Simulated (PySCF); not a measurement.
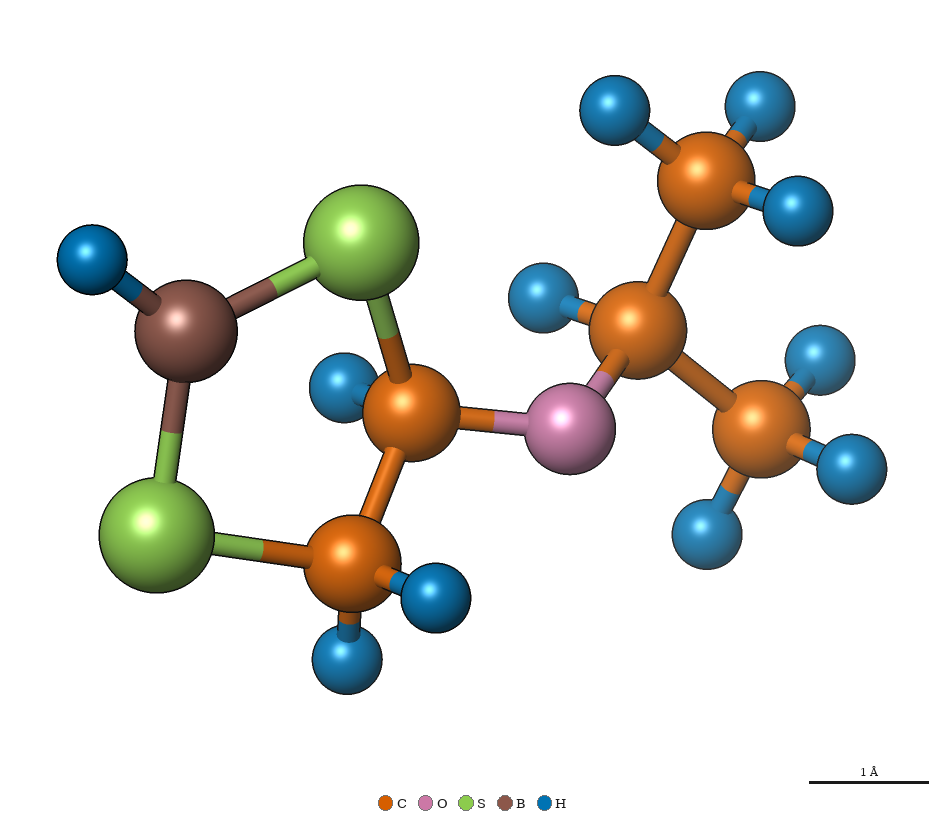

The picture shows a molecular structure as a ball-and-stick model. Every bond is drawn as one stick, whatever its order.

What is the molecular formula?

Answer. C5H11BOS2, 20 atoms: 5 carbon, 11 hydrogen, 1 boron, 1 oxygen and 2 sulfur.

Does it have rings?

Answer. Independent rings (smallest set): 1 of 5 members.

What is the point group of this geometry?

Answer. C1.

What is its SMILES?

Answer. CC(C)O[C@H]1CSBS1

Name some functional groups or characteristic bonds that it holds.

Answer. Among them: ether, B–H bond.

More results for the same structure follow; atom numbers are the same in all pictures, views and colours differ. The geometry was computed by an optimisation with PBE0-D3(BJ)/def2-SVP. No frequency run is at hand to confirm it as a minimum.

**Core levels**

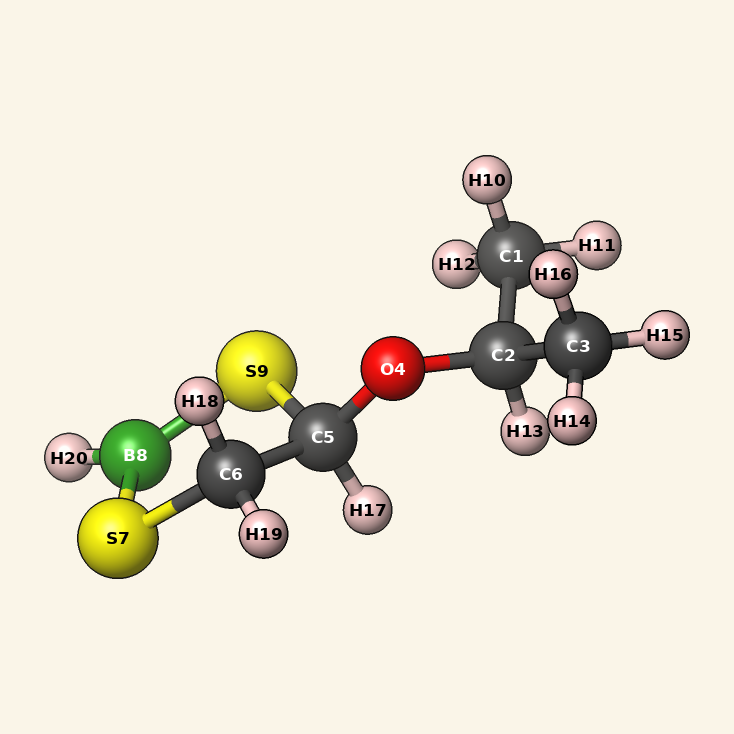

No frequency run is at hand to confirm it as a minimum. Method: delta-SCF UKS SCAN, pcX-2 on the ionised atom, pcseg-1 elsewhere, spin-free X2C (PySCF 2.14.0).

Give the core-electron binding energies (to vacuum; p and d levels without spin–orbit splitting) of C1 1s, C2 1s, C3 1s, O4 1s, C5 1s, C6 1s, S7 1s, S7 2p, B8 1s, S9 1s, S9 2p.

| atom | level | binding energy (eV) |
| --- | --- | --- |
| C1 | 1s | 290.6 |
| C2 | 1s | 292.3 |
| C3 | 1s | 290.8 |
| O4 | 1s | 538.5 |
| C5 | 1s | 292.9 |
| C6 | 1s | 291.5 |
| S7 | 1s | 2477.0 |
| S7 | 2p | 169.5 |
| B8 | 1s | 195.8 |
| S9 | 1s | 2476.5 |
| S9 | 2p | 169.1 |

**Dipole moment**

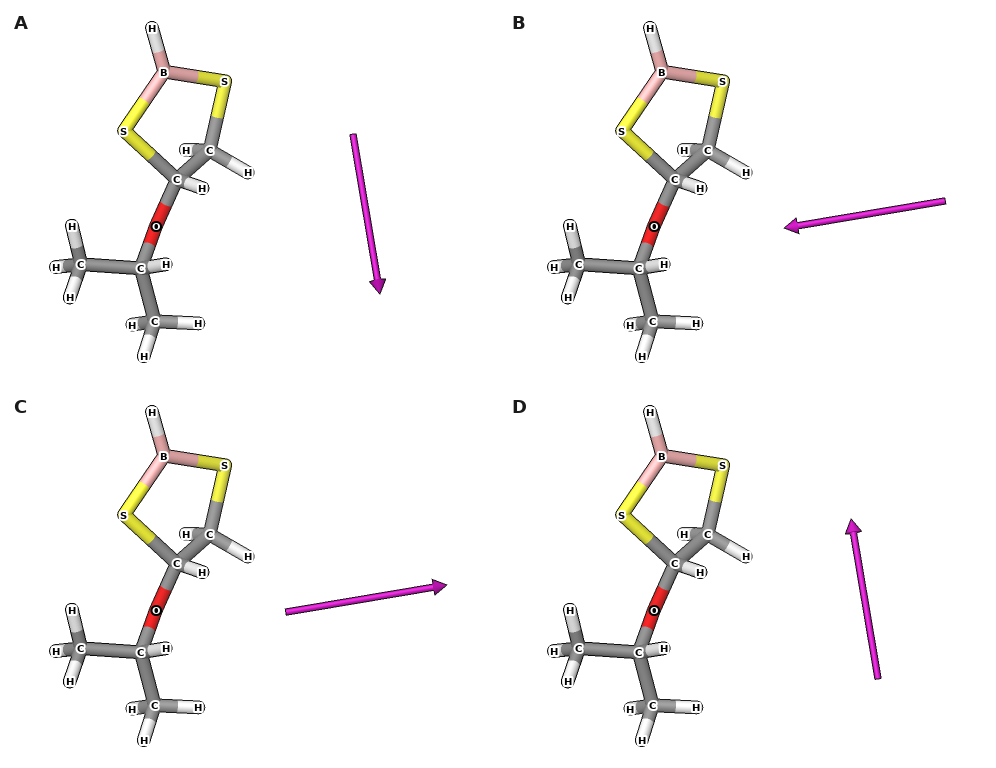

The same molecule four times, each with an arrow. No frequency run is at hand to confirm it as a minimum. Properties computed with B3LYP/pcSseg-1, gas phase (PySCF 2.14.0).

Which arrow points along the dipole moment, from the negative to the positive end?

Answer. A. The dipole moment is 2.74 D.

**Quadrupole coupling**

No frequency run is at hand to confirm it as a minimum. Electric field gradients from the ground-state density, PBE0/pcSseg-1 in tetrahydrofuran (IEF-PCM) (PySCF 2.14.0), non-relativistic apart from any core potentials.

Give the largest field-gradient component, the quadrupole coupling constant and the asymmetry for 17O at O4 (Q = −25.6 mb), 33S at S7 (Q = −67.81 mb), 11B at B8 (Q = 40.59 mb), 33S at S9 (Q = −67.81 mb).

```csv
atom,V_zz (a.u.),e²qQ/h (MHz),η
O4,1.946,−11.70,0.83
S7,1.964,−31.3,0.57
B8,0.358,3.42,0.51
S9,1.694,−27.0,0.60
```
